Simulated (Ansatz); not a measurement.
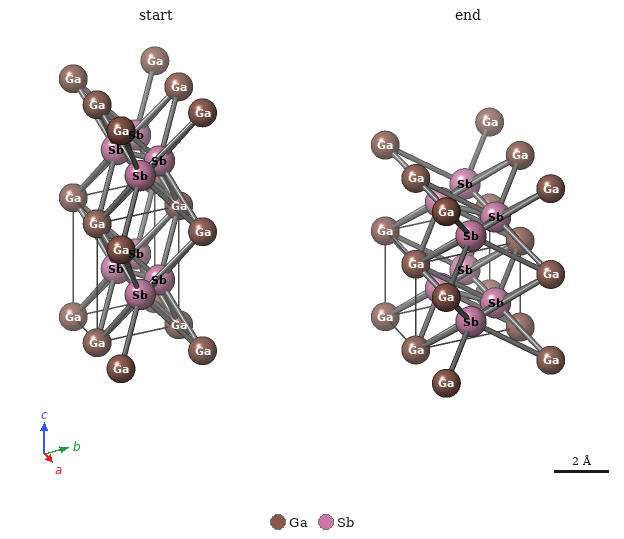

The structure of crystalline GaSb₂ (a generated structure, set up in P6/mmm) (coarse preliminary run) before (left) and after (right) a relaxation, at one scale.

A ball-and-stick model of the cell of the calculation, repeated 2 × 1 × 2 with one cell outlined, seen slightly off an axis.

Computed with Ansatz 0.2.0, DFT PBE, scalar-relativistic, plane waves, PAW. Settings: plane-wave cutoff 420 eV; k-point mesh 6 × 6 × 4; occupations gaussian; smearing width 0.1 eV; no spin polarisation; cell and atoms relaxed; force threshold 0.04 eV/Å; at most 70 steps.

Q: Summarise the run.

A: Over 12 accepted moves (15 points after the start) the energy falls by 1964 meV per atom. All forces vanish by symmetry, so only the cell relaxes. Pressure: 47.80 GPa at the start and −0.06 GPa at the end. The line search rejected the trial step at point 9 of the run. At 2 points the geometry stayed and the basis and grid were re-selected for the new cell (energy shift of 79.3 meV per atom at most each time). The atoms keep their places relative to the cell (all moves are under 0.005 Å). The drawn cell changes as follows: a = b 4.111 → 5.261 Å (+28.0 %), c 4.557 → 3.286 Å (−27.9 %); the volume changes by +18.1 %. Near-neighbour distances that change, for instance: Sb–Sb 2.374 → 3.037 Å, Ga–Sb 3.290 → 3.453 Å. The space group stays P6/mmm (No. 191).
